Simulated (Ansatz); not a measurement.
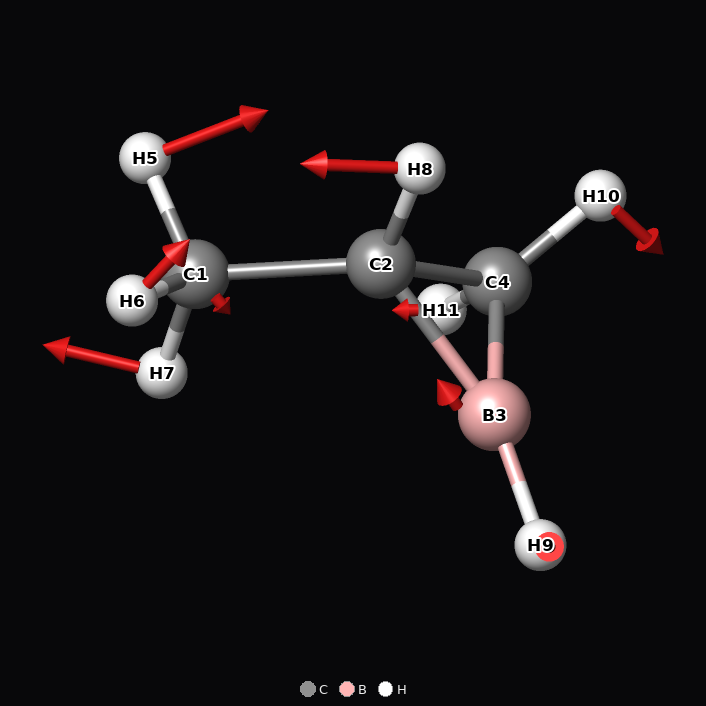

The arrows show one normal mode. Harmonic vibrations computed with RKS PBE0-D4/def2-TZVP (Ansatz 0.2.0) at a stationary point of the same level.

> At what wavenumber does it lie?

922 cm⁻¹; it is mode 9 of 27 counted from the lowest.
